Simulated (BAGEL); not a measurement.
# One shape, several levels: triplet AlSi2H5O

We compute a comparison of 3 runs (UHF/3-21G, ROHF/6-31G*, UHF/6-31G*) of triplet AlSi2H5O. 

Program for the calculation: BAGEL 1.2.2.

### 1 The system as given

AlSi2H5O: 9 atoms, total charge 0, spin state triplet. As SMILES of the parent species, `[SiH3][Al]1[O][SiH2]1`. The coordinates come from a PBE0-D4/def2-TZVP relaxation. That shape belongs to the parent species and isn't relaxed for this state.

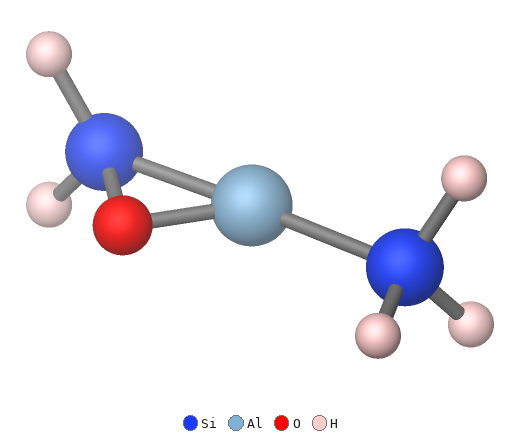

The structure, seen from a chosen angle (silicon blue, aluminium light blue, oxygen red, hydrogen pink).

### 2 The energy at UHF/3-21G (density fitting with qzvpp-jkfit) (run 1)

input.json

```json
{ "bagel" : [

{
  "title" : "molecule",
  "basis" : "3-21g",
  "df_basis" : "qzvpp-jkfit",
  "angstrom" : true,
  "geometry" : [
    { "atom" : "Si", "xyz" : [      -0.652900,       1.717100,      -1.334700 ] },
    { "atom" : "Al", "xyz" : [      -0.124900,      -0.148900,       0.162800 ] },
    { "atom" : "O", "xyz" : [       1.392700,      -0.965300,       0.434300 ] },
    { "atom" : "Si", "xyz" : [       0.478600,      -1.877700,       1.520900 ] },
    { "atom" : "H", "xyz" : [      -1.763800,       1.326700,      -2.244900 ] },
    { "atom" : "H", "xyz" : [      -1.100100,       2.886400,      -0.529300 ] },
    { "atom" : "H", "xyz" : [       0.526500,       2.112800,      -2.150200 ] },
    { "atom" : "H", "xyz" : [       0.403300,      -3.327600,       1.187000 ] },
    { "atom" : "H", "xyz" : [       0.929000,      -1.770000,       2.936900 ] }
  ]
},

{ "title" : "uhf", "nopen" : 2 },

{ "title" : "print", "file" : "orbitals.molden", "orbitals" : true }

]}
```

Started as:

```bash
$ BAGEL_NUM_THREADS=1 BAGEL input.json > input.out
```

The program printed:

```text
* using 1 threads per process

  ===============================================================
  ===============================================================

  *** Geometry ***

  { "atom" : "Si", "xyz" : [     -1.233802,      3.244849,     -2.522217 ] },
  { "atom" : "Al", "xyz" : [     -0.236027,     -0.281380,      0.307647 ] },
  { "atom" : "O", "xyz" : [      2.631822,     -1.824153,      0.820708 ] },
  { "atom" : "Si", "xyz" : [      0.904423,     -3.548339,      2.874084 ] },
  { "atom" : "H", "xyz" : [     -3.333099,      2.507100,     -4.242246 ] },
  { "atom" : "H", "xyz" : [     -2.078888,      5.454505,     -1.000232 ] },
  { "atom" : "H", "xyz" : [      0.994941,      3.992613,     -4.063289 ] },
  { "atom" : "H", "xyz" : [      0.762127,     -6.288253,      2.243105 ] },
  { "atom" : "H", "xyz" : [      1.755556,     -3.344815,      5.549937 ] },

  Number of auxiliary basis functions:      551

  Since a DF basis is specified, we compute 2- and 3-index integrals:
    o Being stored without compression. Storage requirement is 0.015 GB

  Number of basis functions:       58
  Number of electrons      :       54

    * METHOD: MOLECULE                             0.21

  *** Open-shell HF ***

  === Nuclear Repulsion ===
   235.0134388000

      * DIIS with orbital gradients will be used.

  === UHF iteration (3-21g) ===
      0       -892.38774589          0.05052439           0.11
      1       -892.45103691          0.05105890           0.11
      2       -892.51810316          0.04236337           0.11
      3       -892.63360601          0.00264183           0.11
      4       -892.63725602          0.00154342           0.11
      5       -892.63972786          0.00103631           0.11
[... 32 lines of this table left out ...]
     38       -892.64221506          0.00000001           0.11
     39       -892.64221506          0.00000001           0.10
    * SCF iteration converged.

    * S^2 (UHF) is 2.0465

    * Permanent dipole moment:
           (    0.541674,     0.762521,    -0.842133) a.u.

    * METHOD: UHF                                  4.49

    * METHOD: PRINT                                0.01

  ===============================================================
```

Run time: 5.1 s. Hardware: 1 thread of Arm Neoverse V2, shared host; peak memory 0.1 GiB.

### 3 A single-point energy at ROHF/6-31G(d) (density fitting with qzvpp-jkfit, spherical functions) (run 2)

job.json

```json
{ "bagel": [

{
  "title": "molecule",
  "basis": "6-31gs.json",
  "df_basis": "qzvpp-jkfit",
  "angstrom": "true",
  "geometry": [
    { "atom": "Si", "xyz": [      -0.652900,       1.717100,      -1.334700 ] },
    { "atom": "Al", "xyz": [      -0.124900,      -0.148900,       0.162800 ] },
    { "atom": "O", "xyz": [       1.392700,      -0.965300,       0.434300 ] },
    { "atom": "Si", "xyz": [       0.478600,      -1.877700,       1.520900 ] },
    { "atom": "H", "xyz": [      -1.763800,       1.326700,      -2.244900 ] },
    { "atom": "H", "xyz": [      -1.100100,       2.886400,      -0.529300 ] },
    { "atom": "H", "xyz": [       0.526500,       2.112800,      -2.150200 ] },
    { "atom": "H", "xyz": [       0.403300,      -3.327600,       1.187000 ] },
    { "atom": "H", "xyz": [       0.929000,      -1.770000,       2.936900 ] }
  ]
},

{ "title": "rohf", "nopen": 2 },

{ "title": "print", "file": "orbitals.molden", "orbitals": "true" }

]}
```

The basis set 6-31G* is read from a file made from the Basis Set Exchange's data (not shown).

Started as:

```bash
$ BAGEL_NUM_THREADS=1 BAGEL job.json > job.out
```

The program printed:

```text
* using 1 threads per process

  ===============================================================
  ===============================================================

  *** Geometry ***

  { "atom" : "Si", "xyz" : [     -1.233802,      3.244849,     -2.522217 ] },
  { "atom" : "Al", "xyz" : [     -0.236027,     -0.281380,      0.307647 ] },
  { "atom" : "O", "xyz" : [      2.631822,     -1.824153,      0.820708 ] },
  { "atom" : "Si", "xyz" : [      0.904423,     -3.548339,      2.874084 ] },
  { "atom" : "H", "xyz" : [     -3.333099,      2.507100,     -4.242246 ] },
  { "atom" : "H", "xyz" : [     -2.078888,      5.454505,     -1.000232 ] },
  { "atom" : "H", "xyz" : [      0.994941,      3.992613,     -4.063289 ] },
  { "atom" : "H", "xyz" : [      0.762127,     -6.288253,      2.243105 ] },
  { "atom" : "H", "xyz" : [      1.755556,     -3.344815,      5.549937 ] },

  Number of auxiliary basis functions:      551

  Since a DF basis is specified, we compute 2- and 3-index integrals:
    o Being stored without compression. Storage requirement is 0.027 GB

  Number of basis functions:       78
  Number of electrons      :       54

    * METHOD: MOLECULE                             0.28

  *** Open-shell HF ***

  === Nuclear Repulsion ===
   235.0134388000

      * DIIS with orbital gradients will be used.

  === ROHF iteration (6-31gs.json) ===
      0       -897.07602283          0.04565766           0.16
      1       -897.09497069          0.05413286           0.15
      2       -897.18066806          0.04372115           0.15
      3       -897.40905865          0.00289395           0.16
      4       -897.41628862          0.00150463           0.16
      5       -897.42017840          0.00082361           0.16
[... 28 lines of this table left out ...]
     34       -897.42238048          0.00000005           0.15
     35       -897.42238049          0.00000001           0.15
    * SCF iteration converged.

    * S^2 (ROHF) is 2.0000

    * Permanent dipole moment:
           (    0.316374,     0.359741,    -0.436607) a.u.

    * METHOD: ROHF                                 5.72

    * METHOD: PRINT                                0.01

  ===============================================================
```

It took 6.3 s on 1 thread of Arm Neoverse V2, shared host; peak memory 0.13 GiB.

### 4 The energy at UHF/6-31G(d) (density fitting with qzvpp-jkfit, spherical functions) (run 3)

job.json

```json
{ "bagel" : [

{
  "title" : "molecule",
  "basis" : "6-31gs.json",
  "df_basis" : "qzvpp-jkfit",
  "angstrom" : true,
  "geometry" : [
    { "atom" : "Si", "xyz" : [      -0.652900,       1.717100,      -1.334700 ] },
    { "atom" : "Al", "xyz" : [      -0.124900,      -0.148900,       0.162800 ] },
    { "atom" : "O", "xyz" : [       1.392700,      -0.965300,       0.434300 ] },
    { "atom" : "Si", "xyz" : [       0.478600,      -1.877700,       1.520900 ] },
    { "atom" : "H", "xyz" : [      -1.763800,       1.326700,      -2.244900 ] },
    { "atom" : "H", "xyz" : [      -1.100100,       2.886400,      -0.529300 ] },
    { "atom" : "H", "xyz" : [       0.526500,       2.112800,      -2.150200 ] },
    { "atom" : "H", "xyz" : [       0.403300,      -3.327600,       1.187000 ] },
    { "atom" : "H", "xyz" : [       0.929000,      -1.770000,       2.936900 ] }
  ]
},

{ "title" : "uhf", "nopen" : 2 },

{ "title" : "print", "file" : "orbitals.molden", "orbitals" : true }

]}
```

The basis set 6-31G* is read from a file made from the Basis Set Exchange's data (not shown).

Started as:

```bash
$ BAGEL_NUM_THREADS=1 BAGEL job.json > job.out
```

The program printed:

```text
* using 1 threads per process

  ===============================================================
  ===============================================================

  *** Geometry ***

  { "atom" : "Si", "xyz" : [     -1.233802,      3.244849,     -2.522217 ] },
  { "atom" : "Al", "xyz" : [     -0.236027,     -0.281380,      0.307647 ] },
  { "atom" : "O", "xyz" : [      2.631822,     -1.824153,      0.820708 ] },
  { "atom" : "Si", "xyz" : [      0.904423,     -3.548339,      2.874084 ] },
  { "atom" : "H", "xyz" : [     -3.333099,      2.507100,     -4.242246 ] },
  { "atom" : "H", "xyz" : [     -2.078888,      5.454505,     -1.000232 ] },
  { "atom" : "H", "xyz" : [      0.994941,      3.992613,     -4.063289 ] },
  { "atom" : "H", "xyz" : [      0.762127,     -6.288253,      2.243105 ] },
  { "atom" : "H", "xyz" : [      1.755556,     -3.344815,      5.549937 ] },

  Number of auxiliary basis functions:      551

  Since a DF basis is specified, we compute 2- and 3-index integrals:
    o Being stored without compression. Storage requirement is 0.027 GB

  Number of basis functions:       78
  Number of electrons      :       54

    * METHOD: MOLECULE                             0.28

  *** Open-shell HF ***

  === Nuclear Repulsion ===
   235.0134388000

      * DIIS with orbital gradients will be used.

  === UHF iteration (6-31gs.json) ===
      0       -897.07602283          0.04565766           0.15
      1       -897.10256288          0.05373119           0.15
      2       -897.19342567          0.04314653           0.15
      3       -897.41357118          0.00272463           0.15
      4       -897.42106156          0.00138701           0.15
      5       -897.42464382          0.00075510           0.15
[... 23 lines of this table left out ...]
     29       -897.42676887          0.00000001           0.15
     30       -897.42676887          0.00000001           0.15
    * SCF iteration converged.

    * S^2 (UHF) is 2.0164

    * Permanent dipole moment:
           (    0.294250,     0.356665,    -0.421396) a.u.

    * METHOD: UHF                                  4.90

    * METHOD: PRINT                                0.01

  ===============================================================
```

Wall time 5.4 s (1 thread of Arm Neoverse V2, shared host); peak memory 0.13 GiB.

### 5 Overview of the runs

```
run                                                                level  energy (Eh)  dipole moment (D)   ⟨S²⟩  wall time
  1                         UHF/3-21G (density fitting with qzvpp-jkfit)  -892.642215               3.20  2.046      5.1 s
  2  ROHF/6-31G* (density fitting with qzvpp-jkfit, spherical functions)  -897.422380               1.65  2.000      6.3 s
  3   UHF/6-31G* (density fitting with qzvpp-jkfit, spherical functions)  -897.426769               1.59  2.016      5.4 s
```

### 6 What came out

```
            quantity          value
 run 3: total energy  -897.42677 Eh
run 3: dipole moment         1.59 D
         run 3: ⟨S²⟩          2.016
```

**Reading.** The dipole moment (its size) runs from 1.59 D (UHF/6-31G*) to 3.20 D (UHF/3-21G). All runs together took 17 s, the longest 6.3 s.
